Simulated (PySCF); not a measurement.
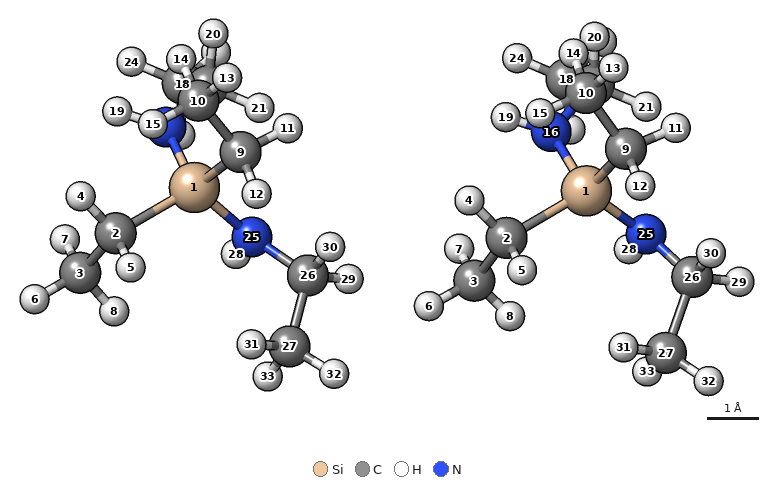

Two geometries of C8H22N2Si, drawn at one scale. One is the start of a relaxation, the other its converged end. The picture is a ball-and-stick view, seen from a free direction.

Level of theory: PySCF 2.14.0, density-fitted response routines, PBE0-D3(BJ)/def2-SVP geometry optimisation, gas phase. 

**Which geometry has the lower energy?**

The left one is the relaxed one. The start comes from GFN2-xTB. Its atoms were then displaced at random by about 0.03 Å. The energy falls by 36.0 kcal/mol in 10 geometry steps. The largest move after the best rigid fit is that of an H atom, 0.41 Å. By element the largest moves are H 0.41 Å, C 0.28 Å, N 0.17 Å, Si 0.14 Å. Among the contacts that change: N–Si 1.848 → 1.735 Å, C–N 1.344 → 1.444 Å, C–C 1.618 → 1.524 Å, C–H 1.032 → 1.109 Å. Bond angles that change, for instance: H–C–H 115.8° → 106.8°, H–C–H 115.4° → 107.8°, H–C–H 114.4° → 108.1°. Cost: 7.7 min on 2 threads of Intel(R) Xeon(R) Platinum 8259CL CPU @ 2.50GHz (shared host).
